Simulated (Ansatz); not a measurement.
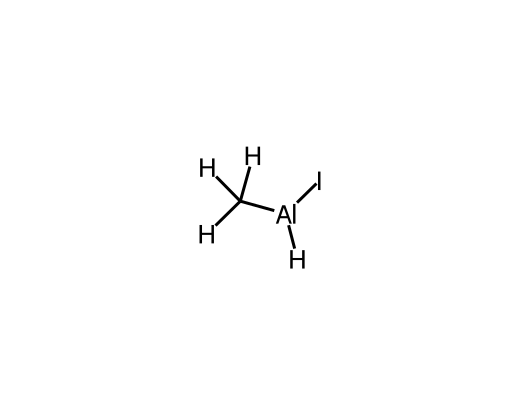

Transcribe the drawing into SMILES.

[CH3][AlH][I]

What is the molecular formula?

CH4AlI.

An optimisation with PBE0-D4/def2-TZVP gave a structure of which point group?

Cs.

More results for the same structure follow; atom numbers are the same in all pictures, views and colours differ. The computed structure is the end point of a PBE0-D4/def2-TZVP optimisation.

Geometry

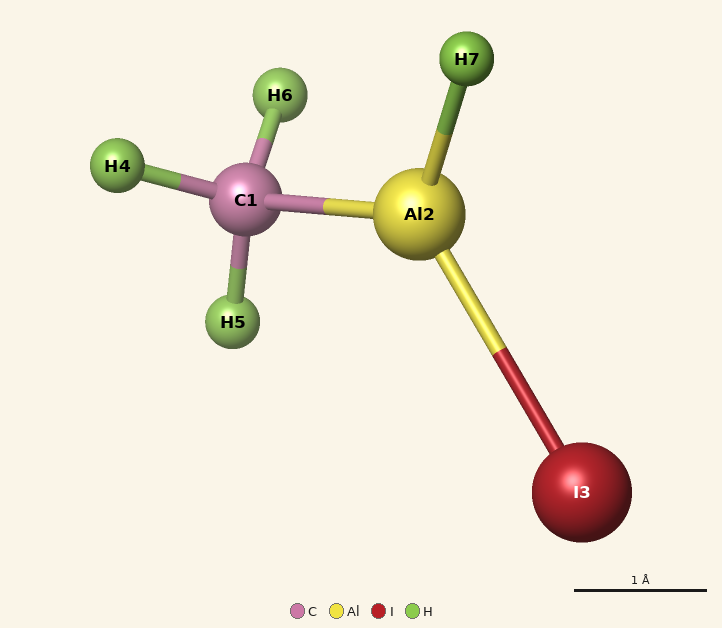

What is the geometry at Al2?

Al2 has 3 neighbours (C1 at 1.94, I3 at 2.48, H7 at 1.58 Å); the arrangement is trigonal planar.

What is the geometry at C1?

C1 has 4 neighbours (Al2 at 1.94, H4 at 1.10, H5 at 1.09, H6 at 1.10 Å); the arrangement is tetrahedral.

Charges

The questions are on Mulliken charges. Level of theory: RKS B3LYP-D4/def2-TZVPP, core potentials on I (Ansatz 0.2.0).

List the Mulliken charges.

```json
{"atom": "C1", "value (e)": "−0.43"}
{"atom": "Al2", "value (e)": "0.49"}
{"atom": "I3", "value (e)": "−0.23"}
{"atom": "H4", "value (e)": "0.10"}
{"atom": "H5", "value (e)": "0.11"}
{"atom": "H6", "value (e)": "0.10"}
{"atom": "H7", "value (e)": "−0.13"}
```

Electronic properties

Properties computed with RKS PBE-D4/def2-TZVPP, core potentials on I (Ansatz 0.2.0).

Computed properties:

- dipole moment: 1.69 D
- HOMO energy (Kohn–Sham orbital): −6.36 eV
- LUMO energy (Kohn–Sham orbital): −2.16 eV
- HOMO–LUMO gap: 4.20 eV
- dispersion correction: −12.2 kJ/mol

Vibrations

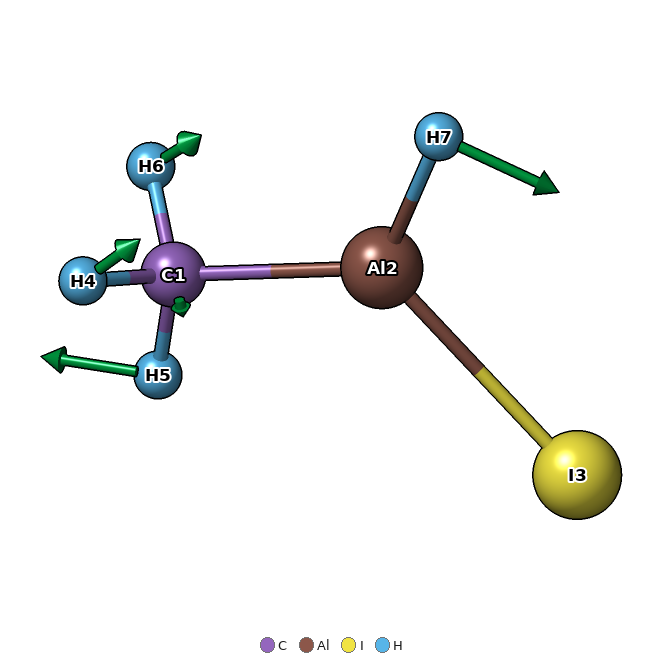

The arrows show one normal mode. Harmonic vibrations computed with RKS PBE0-D4/def2-TZVP, core potentials on I (Ansatz 0.2.0) at a stationary point of the same level.

What kind of motion is it?

Mostly angle bending.

Estimate its harmonic wavenumber.

752 cm⁻¹; it is mode 8 of 15 counted from the lowest.

Mulliken values depend strongly on the basis set and can even reverse the polarity of a bond.
